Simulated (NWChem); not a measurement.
# SnH2Cl (SMILES [Cl][SnH2]) at UHF/def2-SVP (core potential, tol2e 1e-08)

What is the vertical ionisation energy of SnH2Cl at UHF/def2-SVP (core potential, tol2e 1e-08)? 

Program for the calculation: NWChem 7.3.0.

6 further runs of the same task are left out: 1 that didn't finish, 5 set aside as unsound or not needed.

## 1. The structure to begin with

SnH2Cl: 4 atoms, total charge 0, spin state doublet. As SMILES, `[Cl][SnH2]`. The shape is that of a PBE0-D4/def2-TZVP optimisation.

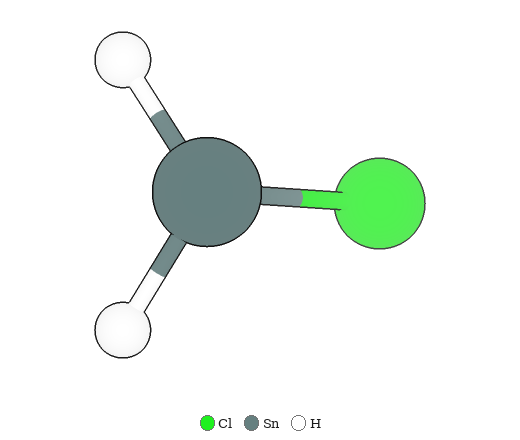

Viewed from a chosen angle; chlorine green, tin teal, hydrogen white.

## 2. The energy at UHF/def2-SVP (core potential, tol2e 1e-08)

clh2sn.nw reads:

```
start clh2sn
title "ClH2Sn hf"
memory total 2200 mb

geometry units bohr noautosym nocenter noautoz
 Cl -3.55759840  0.75286689 -1.10548978
 Sn  0.71809593 -0.33939481 -0.75041024
 H   0.77951203 -2.83458919  1.34094966
 H   2.16468128  2.30735560  0.47639996
end

basis spherical bse
 * library def2-SVP
end

ecp bse
 Sn library def2-SVP
end

scf
 nopen 1
 uhf
 thresh 1e-08
 maxiter 80
 tol2e 1e-08
 noprint "final vectors analysis"
end

task scf energy
```

On the command line:

```bash
$ nwchem clh2sn.nw > clh2sn.out
```

What it wrote:

```text
[...]
  functions       =    54
[...]
  wavefunction    = UHF
[...]
         Total SCF energy =   -673.871427768752
      One electron energy =  -1219.348003133336
      Two electron energy =    441.762226311439
 Nuclear repulsion energy =    103.714349053145
                       Sz =      0.5000
                 Sz(Sz+1) =      0.7500
                      S^2 =      0.7548
[...]
```

It took 9 s on 1 thread of Intel Xeon Platinum 8488C (Sapphire Rapids), shared host; peak memory 0.098 GiB.

## 3. The singlet cation

clh2sn.nw reads:

```
echo
start clh2sn
title "ClH2Sn"
memory 2200 mb
charge 1
geometry units au noautosym nocenter noautoz
  Cl -3.55759840  0.75286689 -1.10548978
  Sn  0.71809593 -0.33939481 -0.75041024
  H   0.77951203 -2.83458919  1.34094966
  H   2.16468128  2.30735560  0.47639996
end
basis spherical bse
  * library def2-SVP
end
ecp bse
  Sn library def2-SVP
end
scf
  thresh 1e-08
  maxiter 80
  tol2e 1e-08
  noprint "final vectors analysis"
end
task scf
```

On the command line:

```bash
$ nwchem clh2sn.nw > clh2sn.out
```

What it wrote:

```text
[...]
  functions       =    54
[...]
  wavefunction    = RHF
[...]
         Total SCF energy =   -673.556296144669
      One-electron energy =  -1209.039535723204
      Two-electron energy =    431.768890525390
 Nuclear repulsion energy =    103.714349053145
        Time for solution =      8.6s
[...]
```

Wall time 9.9 s (1 thread of Intel Xeon Platinum 8488C (Sapphire Rapids), shared host); peak memory 0.099 GiB.

## 4. Summary of results

Level: UHF/def2-SVP (core potential, tol2e 1e-08).

```
                                          quantity          value
                      doublet SnH2Cl: total energy  -673.87143 Eh
                     doublet SnH2Cl: dipole moment         2.87 D
                              doublet SnH2Cl: ⟨S²⟩          0.755
                      singlet cation: total energy  -673.55630 Eh
vertical ionisation energy (to the singlet cation)       8.575 eV
```

**Reading.** Removing an electron at fixed nuclei costs 8.58 eV (827 kJ/mol). Only the singlet of the ionised species was computed; a triplet could lie lower. Mulliken charges (singlet cation) run from -0.18 on Cl1 to +1.09 on Sn2; they depend strongly on the basis.
